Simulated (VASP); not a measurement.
Band structure of SiC (zinc blende). All values below come from PBE0 hybrid, VASP's PBE PAW potentials (set 64) (plane waves; VASP).

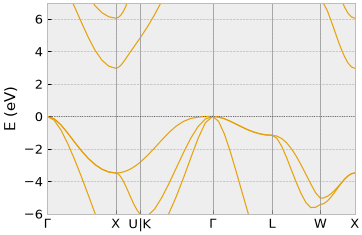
Bands along high-symmetry lines, zero at the valence-band maximum or, without a gap, the Fermi level

Q: Read the plot: is there a gap, and where are the band edges?

A: The gap is indirect, 2.96 eV, from the valence maximum at Γ to the conduction minimum at X.

Measured: gap 2.53 eV (computed value off by +0.43 eV), as given by Wei Chen et al., Physical Review Materials (2018), doi:10.1103/physrevmaterials.2.073803 [zero-point renormalisation of 0.11 eV added back (the table's ZPR column)].

The compound is SiC in the zinc blende structure. It was relaxed first. The cell's shape comes from a PBE relaxation.
